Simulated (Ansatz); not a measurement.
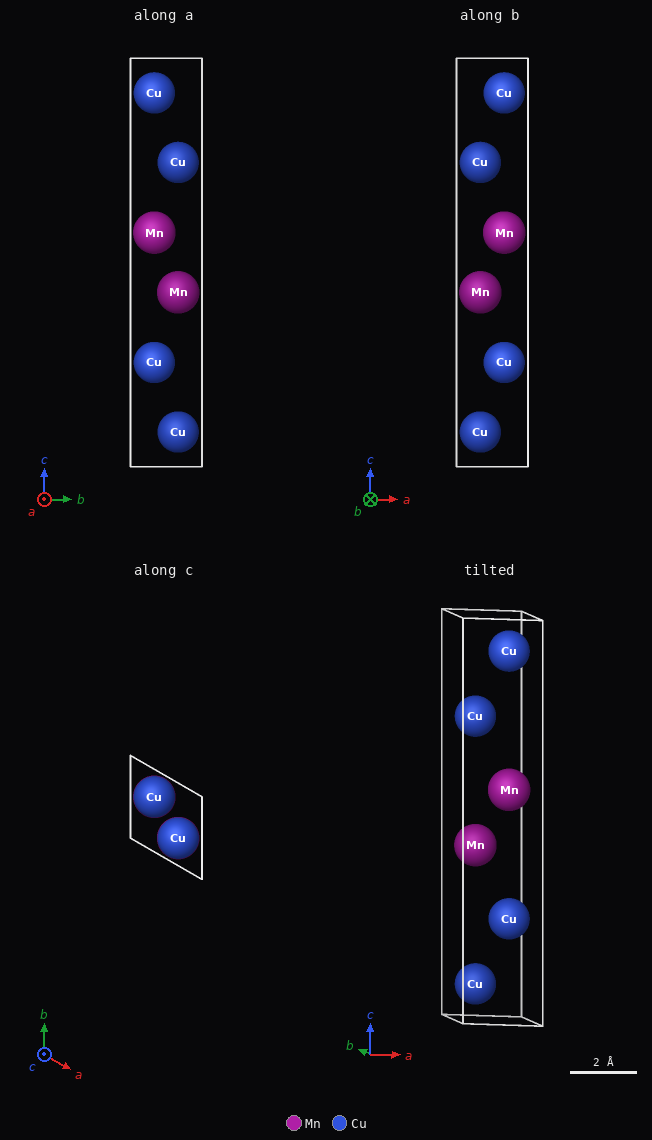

An orthographic spheres-only view of the structure, along the a axis, along the b axis, along the c axis and slightly off an axis. Thin lines show the conventional unit cell, with boundary atoms drawn in all their periodic places.

Lattice parameters: a = 2.5295 Å, b = 2.5295 Å, c = 12.5018 Å, α = 90.000°, β = 90.000°, γ = 120.000°.

Question: Write down what is shown as a CIF with its space group and independent sites, with free fractional coordinates to two decimals.

Answer:
```cif
data_structure
_symmetry_space_group_name_H-M 'P -3 m 1'
_symmetry_Int_Tables_number 164
_cell_length_a 2.5295
_cell_length_b 2.5295
_cell_length_c 12.5018
_cell_angle_alpha 90.000
_cell_angle_beta 90.000
_cell_angle_gamma 120.000
_cell_volume 69.28
loop_
_atom_site_label
_atom_site_type_symbol
_atom_site_symmetry_multiplicity
_atom_site_Wyckoff_symbol
_atom_site_fract_x
_atom_site_fract_y
_atom_site_fract_z
_atom_site_occupancy
Mn1 Mn 2 d 0.3333 0.6667 0.43 1
Cu1 Cu 2 d 0.3333 0.6667 0.74 1
Cu2 Cu 2 d 0.3333 0.6667 0.08 1
```

The initial geometry was a structure type filled with these elements by a generator (whether the compound takes this form wasn't checked). Earlier steps of the study, as a rule a relaxation of our own, may have changed the cell and positions, so they can lie some per cent off the listed ones. An electronic-structure calculation with Ansatz was run on it.
